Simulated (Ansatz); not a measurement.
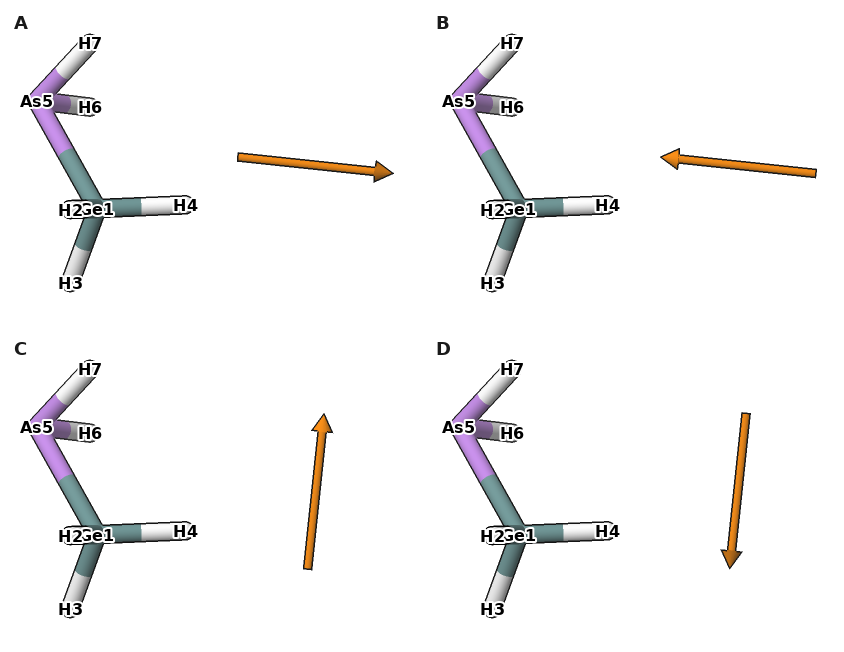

The same molecule four times, each with an arrow. The computed structure is the end point of a PBE0-D4/def2-TZVP optimisation. Method: RKS PBE0-D4/def2-TZVP (Ansatz 0.2.0).

Question: Which arrow points along the dipole moment, from the negative to the positive end?

Answer: A. The dipole moment is 0.41 D; it points from the side of As5 to the side of H4 (the outermost atoms at the two ends).
